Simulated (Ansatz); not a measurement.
**HF (SMILES F) at 6 levels**

Wanted: a comparison of 6 runs (HSE06/3-21G, UPBE/cc-pVDZ, CCSD/3-21G, CCSD(T)/3-21G, UCCSD(T)/3-21G, UCCSD(T)/cc-pVDZ) of HF. 

The calculation is run with Ansatz 0.2.0.

57 further runs of the same task are left out: 1 that didn't finish, 56 set aside as unsound or not needed.

### Step 1. The system as given

HF: 2 atoms, total charge 0, spin state singlet. SMILES: `F`. The H2–F1 distance was set to 1.150 Å, away from the relaxed value.

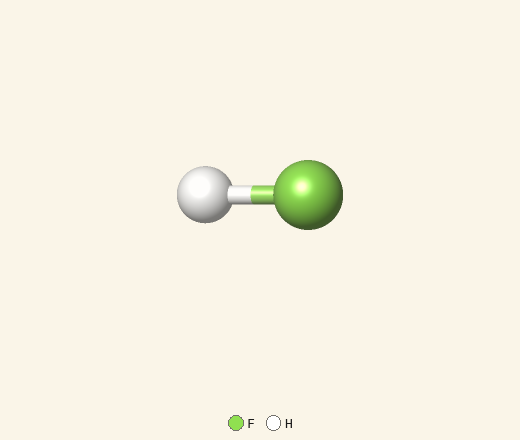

Viewed from a chosen angle; fluorine green, hydrogen white.

### Step 2. A single-point energy at HSE06/3-21G (run 1)

The input, run.yaml:

```yaml
crystal:
  periodic: [false, false, false]
  atoms:
    - {symbol: F, position_ang: [-0.585041, 0.216915, -0.294621]}
    - {symbol: H, position_ang: [0.390000, -0.144600, 0.196400]}
basis:
  gaussian: {orbitals: 3-21G.json}
hamiltonian: {xc: {name: HSE06}}
accuracy: high
```

The basis set 3-21G is read from a file made from the Basis Set Exchange's data (not shown).

The run is started by

```sh
$ ansatz run run.yaml --threads 1 --pin off --max-ram 2610MiB --events-out events.jsonl --progress --plain --runs-dir runs
```

Standard output:

```text
Warning: RAYON_NUM_THREADS=1 ignored (pool sized by the plan → 1); use --threads N
Functional definition: HSE06
  name "HSE06"
  parameter a = 0.25
  parameter omega = 0.11/bohr
  exchange = pbe_x - a*pbe_x_sr(omega) + a*exact_x_sr(omega)
  correlation = pbe_c
151 factors; integrals over basis functions are off by at most 3.5e-9 eV
38 factors; integrals over basis functions are off by at most 1.0e-9 eV
mean field evaluation 1: about -2712.8094 eV, gradient 2.8e1 eV
mean field evaluation 2: about -2711.6215 eV, gradient 4.1e1 eV
mean field evaluation 4: about -2714.1926 eV, gradient 9.0e-1 eV
mean field evaluation 8: about -2714.1924 eV, gradient 7.1e-3 eV
mean field evaluation 16: about -2714.1924 eV, gradient 2.2e-8 eV
mean field -2714.19242800 eV, -99.7447319834 hartree, gradient 2.2e-8 eV, S^2 0.000000; 0 other end points of the search recorded, 0 dependent functions left out
reference -2714.19242891 eV, -99.7447320166 hartree; 5, 5 occupied and 6, 6 virtual orbitals, 151 factors
Total energy: -2714.19242891 eV, -99.7447320166 hartree
```

Wall time 0.32 s (1 thread of Arm Neoverse V2, shared host).

### Step 3. The energy at UPBE/cc-pVDZ (run 2)

The input, in.yaml:

```yaml
crystal:
  periodic: [false, false, false]
  atoms:
    - {symbol: F, position_ang: [-0.585041, 0.216915, -0.294621]}
    - {symbol: H, position_ang: [0.390000, -0.144600, 0.196400]}
basis:
  gaussian: {orbitals: cc-pVDZ}
magnetization: {spin_polarized: true}
hamiltonian: {xc: {name: PBE}}
accuracy: high
```

The run is started by

```sh
$ ansatz run in.yaml --threads 1 --pin off --max-ram 2610MiB --events-out events.jsonl --progress --plain --runs-dir runs
```

Standard output:

```text
Warning: RAYON_NUM_THREADS=1 ignored (pool sized by the plan → 1); use --threads N
Functional definition: PBE
  name "PBE"
  parameter kappa = 0.804
  parameter beta = 0.06672455060314922
  exchange = pbe_x(kappa = kappa, mu = beta*pi^2/3)
  correlation = pbe_c(beta = beta)
302 factors; integrals over basis functions are off by at most 2.6e-9 eV
mean field evaluation 1: about -2727.9561 eV, gradient 2.2e1 eV
mean field evaluation 2: about -2722.5771 eV, gradient 4.6e1 eV
mean field evaluation 4: about -2729.4983 eV, gradient 4.5e-1 eV
mean field evaluation 8: about -2729.4991 eV, gradient 3.9e-3 eV
mean field -2729.49906371 eV, -100.3072404706 hartree, gradient 1.1e-8 eV, S^2 0.000000; 0 other end points of the search recorded, 0 dependent functions left out
reference -2729.49906516 eV, -100.3072405239 hartree; 5, 5 occupied and 14, 14 virtual orbitals, 302 factors
Total energy: -2729.49906516 eV, -100.3072405239 hartree
```

It took 0.4 s on 1 thread of Arm Neoverse V2, shared host.

Run 3 isn't shown in full; the table further down has it.

### Step 4. The energy at CCSD(T)/3-21G (run 4)

Edit run.yaml of step 2 so:

```diff
@@ -6,4 +6,9 @@
 basis:
-  gaussian: {orbitals: 3-21G.json}
-hamiltonian: {xc: {name: HSE06}}
+  gaussian:
+    orbitals: 3-21G.json
+scf:
+  omitted_lower_state_checks: [cluster_reference, increment]
 accuracy: high
+correlation:
+  method: ccsd_t
+  frozen_orbitals: {F: 1, H: 0}
```

The basis set 3-21G is read from a file made from the Basis Set Exchange's data (not shown).

The run is started by

```sh
$ ansatz run run.yaml --threads 1 --pin off --max-ram 2610MiB --events-out events.jsonl --progress --plain --runs-dir runs
```

Standard output:

```text
Warning: RAYON_NUM_THREADS=1 ignored (pool sized by the plan → 1); use --threads N
[... 12 lines left out ...]
1 core orbitals not correlated: weight in the atoms' cores, before any rotation towards them, 1.000 or more for the frozen orbitals, at most 0.000 for the correlated occupied ones
[... 19 lines left out ...]
Total energy: -2709.34096888 eV, -99.5664441489 hartree
Checks for a lower state left out: cluster_reference, increment
```

Run time: 0.1 s. Hardware: 1 thread of Arm Neoverse V2, shared host.

Run 5 isn't shown in full; the table further down has it.

### Step 5. The energy at UCCSD(T)/cc-pVDZ (run 6)

The input, run.yaml:

```yaml
crystal:
  periodic: [false, false, false]
  atoms:
    - {symbol: F, position_ang: [-0.585041, 0.216915, -0.294621]}
    - {symbol: H, position_ang: [0.390000, -0.144600, 0.196400]}
basis:
  gaussian:
    orbitals: cc-pVDZ
magnetization:
  spin_polarized: true
  initial_magnetization: 0
correlation:
  method: ccsd_t
  frozen_orbitals: {F: 1, H: 0}
accuracy: high
scf:
  omitted_lower_state_checks: [cluster_reference, increment]
```

The run is started by

```sh
$ ansatz run run.yaml --threads 1 --pin off --max-ram 2610MiB --events-out events.jsonl --progress --plain --runs-dir runs
```

Standard output:

```text
Warning: RAYON_NUM_THREADS=1 ignored (pool sized by the plan → 1); use --threads N
[... 11 lines left out ...]
1 core orbitals not correlated: weight in the atoms' cores, before any rotation towards them, 1.000 or more for the frozen orbitals, at most 0.000 for the correlated occupied ones
[... 20 lines left out ...]
Total energy: -2726.39237583 eV, -100.1930717965 hartree
Checks for a lower state left out: cluster_reference, increment
```

Run time: 0.26 s. Hardware: 1 thread of Arm Neoverse V2, shared host.

### Step 6. Overview of the runs

```tsv
run	level	frozen core orbitals	energy (Eh)	wall time
1	HSE06/3-21G	–	-99.744732	0.32 s
2	UPBE/cc-pVDZ	–	-100.307241	0.4 s
3	CCSD/3-21G	1	-99.565314	0.1 s
4	CCSD(T)/3-21G	1	-99.566444	0.1 s
5	UCCSD(T)/3-21G	1	-99.566444	0.2 s
6	UCCSD(T)/cc-pVDZ	1	-100.193072	0.26 s
```

### Step 7. What came out

| quantity | value |
| --- | --- |
| run 6: total energy | -100.19307 Eh |
| run 6: correlation energy (1 core orbital frozen) | -219.2 mEh |
| run 6: (T) correction | -2.57 mEh |
| run 6: T1 diagnostic | 0.010 |

What this shows: Totals of different functionals can't be ranked against each other. All runs together took 1.4 s, the longest 0.4 s.
